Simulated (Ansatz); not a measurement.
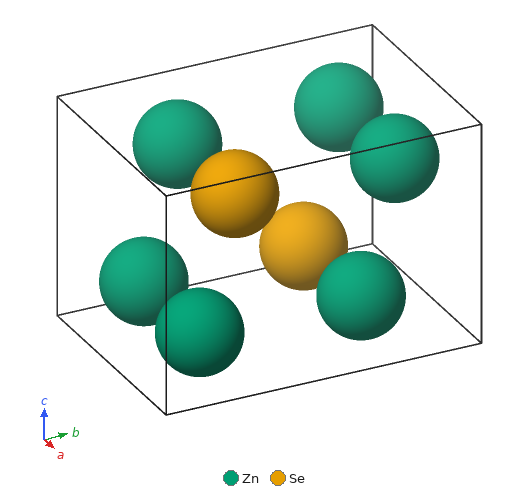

Crystal structure, spheres-only style, seen slightly off an axis. The parallelepiped is the simulation cell.

```xyz
8
Lattice="7.0405 0.0000 0.0000 -3.5202 6.0972 0.0000 0.0000 0.0000 3.5969" Properties=species:S:1:pos:R:3 pbc="T T T"
Zn    3.5202    4.1126    0.8992
Zn   -1.8015    5.1049    2.6977
Zn    1.7188    0.9923    0.8992
Zn    0.0000    1.9847    2.6977
Zn    5.3217    0.9923    0.8992
Zn    1.8015    5.1049    2.6977
Se    0.0000    4.0648    0.8992
Se    3.5202    2.0324    2.6977
```

All computed values are from DFT PBE, scalar-relativistic, plane waves, PAW (Ansatz). Settings: cutoff 420 eV, a 6×6×10 k-point grid, Gaussian smearing of 0.1 eV, no spin polarisation.

Question: What charge does Bader's analysis assign to each element?

Answer: Zn +0.25 e; Se -0.76 e.

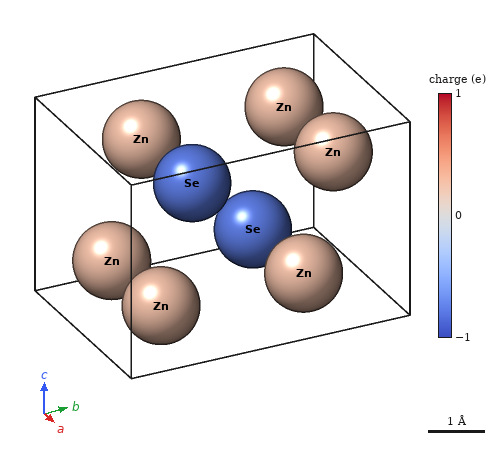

The atoms coloured by those charges.

The model was built from a structure type filled with these elements by a generator (whether the compound takes this form wasn't checked). Earlier steps of the study, as a rule a relaxation of our own, may have changed the cell and positions, so they can lie some per cent off the listed ones. It went into a calculation with Ansatz.
